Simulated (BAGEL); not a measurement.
# HF/STO-3G (density fitting with qzvpp-jkfit) run of CH3BFN (SMILES BN=CF)

What is the energy change on altering one bond length of CH3BFN at HF/STO-3G (density fitting with qzvpp-jkfit)? 

The calculation is run with BAGEL 1.2.2.

2 further runs of the same task are left out: 2 set aside as unsound or not needed. Runs told in other sessions of the task aren't counted.

## (1) The system as given

CH3BFN: 7 atoms, total charge 0, spin state singlet. SMILES: `BN=CF`. The shape is that of a PBE0-D4/def2-TZVP optimisation.

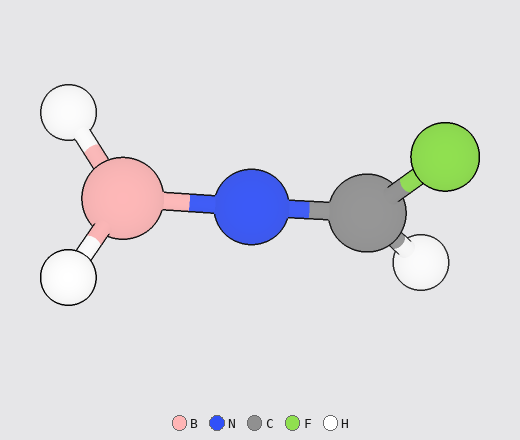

Viewed from a chosen angle; boron pink, nitrogen blue, carbon grey, fluorine green, hydrogen white.

## (2) A single-point energy at HF/STO-3G (density fitting with qzvpp-jkfit)

The input, calc.json:

```json
{ "bagel" : [

{
  "title" : "molecule",
  "basis" : "sto-3g",
  "df_basis" : "qzvpp-jkfit",
  "angstrom" : true,
  "geometry" : [
    { "atom" : "B", "xyz" : [      -0.480500,       1.089800,       0.570900 ] },
    { "atom" : "N", "xyz" : [       0.018600,      -0.008400,      -0.066500 ] },
    { "atom" : "C", "xyz" : [       0.466800,      -1.006900,      -0.611700 ] },
    { "atom" : "F", "xyz" : [       0.739900,      -2.132000,       0.060700 ] },
    { "atom" : "H", "xyz" : [       0.284400,       1.897100,       1.009900 ] },
    { "atom" : "H", "xyz" : [      -1.666300,       1.214200,       0.659800 ] },
    { "atom" : "H", "xyz" : [       0.698200,      -1.122000,      -1.669000 ] }
  ]
},

{ "title" : "hf" },

{ "title" : "print", "file" : "orbitals.molden", "orbitals" : true }

]}
```

Command:

```sh
$ BAGEL_NUM_THREADS=1 BAGEL calc.json > calc.out
```

The program printed:

```text
* using 1 threads per process

  ===============================================================
  ===============================================================

  *** Geometry ***

  { "atom" : "B", "xyz" : [     -0.908013,      2.059424,      1.078845 ] },
  { "atom" : "N", "xyz" : [      0.035149,     -0.015874,     -0.125667 ] },
  { "atom" : "C", "xyz" : [      0.882124,     -1.902765,     -1.155945 ] },
  { "atom" : "F", "xyz" : [      1.398208,     -4.028896,      0.114706 ] },
  { "atom" : "H", "xyz" : [      0.537438,      3.584999,      1.908434 ] },
  { "atom" : "H", "xyz" : [     -3.148851,      2.294505,      1.246841 ] },
  { "atom" : "H", "xyz" : [      1.319407,     -2.120273,     -3.153953 ] },

  Number of auxiliary basis functions:      358

  Since a DF basis is specified, we compute 2- and 3-index integrals:
    o Being stored without compression. Storage requirement is 0.002 GB

  Number of basis functions:       23
  Number of electrons      :       30

    * METHOD: MOLECULE                             0.09

  *** RHF ***

  === Nuclear Repulsion ===
   101.2770138266

      * DIIS with orbital gradients will be used.

  === RHF iteration (sto-3g) ===
      0       -215.17098027          0.02566495           0.01
      1       -215.26588718          0.01070700           0.01
      2       -215.28131537          0.00236460           0.01
      3       -215.28285556          0.00089308           0.01
      4       -215.28311259          0.00025648           0.01
      5       -215.28314209          0.00004359           0.01
      6       -215.28314286          0.00000702           0.01
      7       -215.28314287          0.00000249           0.01
      8       -215.28314287          0.00000061           0.01
      9       -215.28314287          0.00000025           0.01
     10       -215.28314287          0.00000008           0.01
     11       -215.28314287          0.00000001           0.01
     12       -215.28314287          0.00000000           0.01
    * SCF iteration converged.

    * Permanent dipole moment:
           (   -0.149282,     0.186549,     0.465726) a.u.

    * METHOD: HF                                   0.18

    * METHOD: PRINT                                0.00

  ===============================================================
```

Run time: 0.4 s. Hardware: 1 thread of Arm Neoverse V1, shared host.

## (3) The distorted shape

The input, input.json:

```json
{ "bagel" : [

{
  "title" : "molecule",
  "basis" : "sto-3g",
  "df_basis" : "qzvpp-jkfit",
  "angstrom" : true,
  "geometry" : [
    { "atom" : "B", "xyz" : [   -1.018355,    2.288033,    1.225158 ] },
    { "atom" : "N", "xyz" : [   -0.519255,    1.189833,    0.587758 ] },
    { "atom" : "C", "xyz" : [    0.466800,   -1.006900,   -0.611700 ] },
    { "atom" : "F", "xyz" : [    0.739900,   -2.132000,    0.060700 ] },
    { "atom" : "H", "xyz" : [   -0.253455,    3.095333,    1.664158 ] },
    { "atom" : "H", "xyz" : [   -2.204155,    2.412433,    1.314058 ] },
    { "atom" : "H", "xyz" : [    0.698200,   -1.122000,   -1.669000 ] }
  ]
},
{ "title" : "hf" },
{ "title" : "print", "file" : "orbitals.molden", "orbitals" : true }

]}
```

Command:

```sh
$ BAGEL_NUM_THREADS=1 BAGEL input.json > input.out
```

The program printed:

```text
* using 1 threads per process

  ===============================================================
  ===============================================================

  *** Geometry ***

  { "atom" : "B", "xyz" : [     -1.924412,      4.323756,      2.315213 ] },
  { "atom" : "N", "xyz" : [     -0.981250,      2.248459,      1.110702 ] },
  { "atom" : "C", "xyz" : [      0.882124,     -1.902765,     -1.155945 ] },
  { "atom" : "F", "xyz" : [      1.398208,     -4.028896,      0.114706 ] },
  { "atom" : "H", "xyz" : [     -0.478961,      5.849332,      3.144803 ] },
  { "atom" : "H", "xyz" : [     -4.165249,      4.558838,      2.483210 ] },
  { "atom" : "H", "xyz" : [      1.319407,     -2.120273,     -3.153953 ] },

  Number of auxiliary basis functions:      358

  Since a DF basis is specified, we compute 2- and 3-index integrals:
    o Being stored without compression. Storage requirement is 0.002 GB

  Number of basis functions:       23
  Number of electrons      :       30

    * METHOD: MOLECULE                             0.09

  *** RHF ***

  === Nuclear Repulsion ===
    79.4452519064

      * DIIS with orbital gradients will be used.

  === RHF iteration (sto-3g) ===
      0       -213.72433374          0.05134639           0.01
      1       -207.15953242          0.08802296           0.01
      2       -213.74086167          0.04615962           0.01
      3       -213.94897435          0.04299497           0.01
      4       -213.88952485          0.04436052           0.01
      5       -213.93378549          0.04526826           0.01
      6       -214.11951874          0.04616668           0.01
      7       -207.20151102          0.09330157           0.01
      8       -214.98073834          0.01480279           0.01
      9       -215.01504259          0.00779388           0.01
     10       -215.02512463          0.00395085           0.01
     11       -215.02945727          0.00059818           0.01
     12       -215.02956936          0.00021001           0.01
     13       -215.02958559          0.00004837           0.01
     14       -215.02958637          0.00001280           0.01
     15       -215.02958642          0.00000421           0.01
     16       -215.02958643          0.00000125           0.01
     17       -215.02958643          0.00000068           0.01
     18       -215.02958643          0.00000051           0.01
     19       -215.02958643          0.00000029           0.01
     20       -215.02958643          0.00000011           0.01
     21       -215.02958643          0.00000008           0.01
     22       -215.02958643          0.00000007           0.01
     23       -215.02958643          0.00000004           0.01
     24       -215.02958643          0.00000001           0.01
     25       -215.02958643          0.00000001           0.01
    * SCF iteration converged.

    * Permanent dipole moment:
           (   -0.101979,     0.137182,     0.297297) a.u.

    * METHOD: HF                                   0.27

    * METHOD: PRINT                                0.00

  ===============================================================
```

Run time: 0.48 s. Hardware: 1 thread of Arm Neoverse V1, shared host.

## (4) Outcome

At HF/STO-3G (density fitting with qzvpp-jkfit):

```
                                                         quantity          value
                                        first shape: total energy  -215.28314 Eh
                                       first shape: dipole moment         1.33 D
                                         first shape: HOMO energy       -9.63 eV
                                         first shape: LUMO energy        7.54 eV
                                       first shape: HOMO–LUMO gap       17.17 eV
                                    distorted shape: total energy  -215.02959 Eh
                                   distorted shape: dipole moment         0.87 D
                                     distorted shape: HOMO energy       -7.31 eV
                                     distorted shape: LUMO energy        4.84 eV
                                   distorted shape: HOMO–LUMO gap       12.15 eV
energy change with the N2–C3 bond stretched from 1.223 to 2.690 Å       6.900 eV
```

With the N2–C3 bond stretched from 1.223 to 2.690 Å the energy rises by 6.90 eV (666 kJ/mol). The first shape isn't relaxed at this level, so the change isn't measured from a minimum. A restricted reference can't describe the breaking bond well at this length. The minimal basis adds a large error of its own.
